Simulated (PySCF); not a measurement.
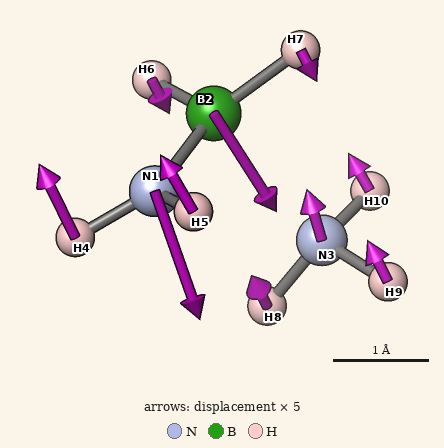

A relaxation of BN2H7. The starting structure is drawn; purple arrows show the displacements, magnified 5 times. The two geometries are superimposed by the best rigid fit.

The picture is a ball-and-stick view, seen from a free direction.

The start comes from GFN2-xTB. Its atoms were then displaced at random by about 0.01 Å.

All numbers below come from PBE0-D3(BJ)/def2-SVP geometry optimisation, gas phase (PySCF 2.14.0, density-fitted response routines). 

**What did the optimiser do to the structure, and how much energy did it gain?**

The energy falls by 6.53 kcal/mol in 19 geometry steps. N1 moves most after the best rigid fit: 0.29 Å. Largest moves by element: N 0.29 Å, B 0.27 Å, H 0.18 Å. Near-neighbour distances that change, for instance: B2–N3 2.051 → 1.686 Å, N1–B2 1.402 → 1.489 Å, B2–H6 1.180 → 1.232 Å, N1–H4 0.985 → 1.013 Å. New bonds form, among them: B2–N3 (2.05 → 1.69 Å). Among the angles between lasting bonds that change: B2–N1–H5 123.4° → 115.7°, B2–N1–H4 122.6° → 115.4°, H6–B2–H7 119.1° → 113.1°.
